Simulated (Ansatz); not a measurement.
Stretching the Ga1–H2 bond in CH5GaO (SMILES [CH3][GaH][OH]) (multiplicity 1 held, fragments rigid). Energies count from the point at 1.570 Å.
Geometry at that point (charge 0, multiplicity 1):
```xyz
8

Ga    -0.20388    -0.20088    -0.18795
H     -1.12407    -1.18157    -0.99864
C      0.23368     1.68485    -0.52350
H      0.71008     1.79959    -1.49874
H      0.90793     2.05497     0.24752
H     -0.67240     2.29333    -0.52679
O      0.58916    -0.88060     1.28534
H      0.38328    -1.80339     1.46126
```

Restricted levels (R-, RO-) in cc, def2 and unpolarised 6-31G sets keep to the state of the molecule at rest. U- levels take the lowest unrestricted solution at each point, which mixes spins at long bonds. Active spaces are followed from a long bond inwards. Levels need not reach the same state.

Cores are frozen in the correlated methods. Filled d and f shells under p-block atoms count as core.

Programs: Ansatz (a first-principles code) with Gaussian orbitals. Values without a source in brackets are computed.

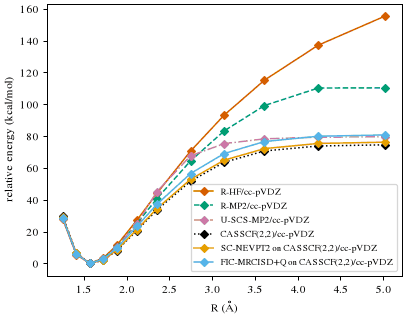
*Relative energy along the coordinate*

Problem. Read off the R-HF/cc-pVDZ curve at R = 3.141.

Solution. about 93 kcal/mol

Doubts at one or more of the structures used: a restricted determinant that unrestricted orbitals would lower (R-HF/cc-pVDZ, R-MP2/cc-pVDZ); a spin-contaminated determinant (U-SCS-MP2/cc-pVDZ).
